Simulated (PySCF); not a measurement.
C4H4O, SMILES `c1ccoc1`.

Method: LC-wPBE/def2-SVPD; geometry: GFN2-xTB; program: PySCF. No frequency check shows the geometry to be a minimum.

Geometry (Å), atoms numbered from 1:

```
C1      -0.7009   -0.9611    0.0000
C2       0.7160   -0.9502    0.0000
C3       1.0768    0.3608    0.0000
O4      -0.0096    1.1509    0.0000
C5      -1.0818    0.3441    0.0000
H6      -1.3393   -1.8204    0.0000
H7       1.3677   -1.7995    0.0000
H8       2.0350    0.8412    0.0000
H9      -2.0474    0.8097    0.0000
```

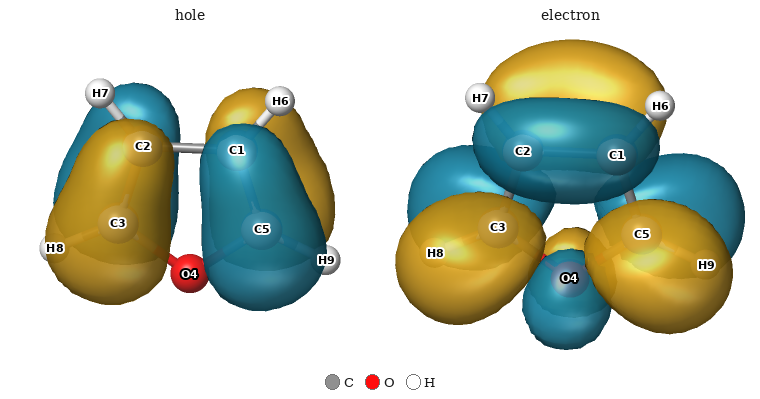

Leading natural transition orbital pair of S₁ (full linear response singlet states); the surfaces enclose about 85 % of each orbital's density.

### Give its energy and the atoms that hole and electron lie on.

6.46 eV (192 nm), f = 0.164 (bright); the leading pair carries 96 %; hole on C3 and C5 (28 % each), C1 and C2 (15 % each) and O4 (6 %), electron on C3 and C5 (22 % each), O4 (17 %) and C1 and C2 (12 % each); their centroids lie 0.1 Å apart. The HOMO–LUMO gap is 11.81 eV.
